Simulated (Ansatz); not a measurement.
The calculation's input:

```
crystal:
  periodic: [false, false, false]
  atoms:
    - { symbol: W, position_ang: [-0.03347, 0.145745, -0.444929] }
    - { symbol: Cl, position_ang: [0.068932, -0.57901, 3.058151] }
    - { symbol: O, position_ang: [1.773552, -0.198753, -0.308466] }
    - { symbol: H, position_ang: [2.392566, -0.641901, 0.302123] }
    - { symbol: H, position_ang: [0.083213, 1.835267, -0.635712] }
    - { symbol: O, position_ang: [-1.838866, 0.081022, -0.050496] }
    - { symbol: H, position_ang: [-2.390428, -0.280821, 0.667555] }
    - { symbol: H, position_ang: [-0.006443, -0.777053, 1.14365] }
    - { symbol: H, position_ang: [-0.180803, -0.239113, -2.119751] }
    - { symbol: F, position_ang: [0.131746, -0.423584, 4.671874] }
magnetization:
  spin_polarized: true
  initial_magnetization: 1
basis:
  gaussian: { orbitals: def2-SVP }
hamiltonian:
  xc: pbe
  dispersion: d4
relax:
  f_tol: 0.03
  max_steps: 50
output:
  orbitals: {}
```

Launched as:

```sh
ansatz run input.yaml --threads 4 --pin off --max-ram 5120MiB --backend cpu --events-out ev --progress --plain --runs-dir out
```

The fields are those of the run's last geometry, not of the input's.

Core potentials replace the inner electrons of W.

These are results of UKS PBE-D4/def2-SVP (Ansatz), not measurements.

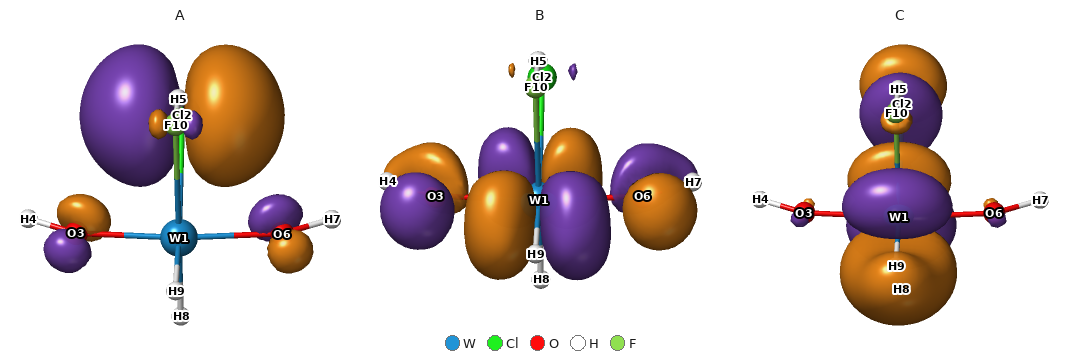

ClFH5O2W (doublet). Three frontier orbitals at ±0.1 Å⁻³ᐟ² (orange and purple are the two phases), in no order.

Which picture is the HOMO−1, the HOMO and the LUMO? All are α orbitals.

Answer. A is the HOMO−1 (α) (−6.83 eV). By Hirshfeld shares it lies mainly on Cl2 (about 90 %); largely a lone pair of Cl2. C is the HOMO (α) (−5.19 eV). Its weight (Hirshfeld) is mainly on W1 (about 70 %), Cl2 (about 15 %) and H9 (about 5 %). B is the LUMO (α) (−3.37 eV). Its weight (Hirshfeld) is mainly on W1 (about 65 %), O3 (about 15 %) and O6 (about 15 %).

What is the gap between the highest occupied and lowest empty α orbitals?

Answer. 1.82 eV between the orbital energies.
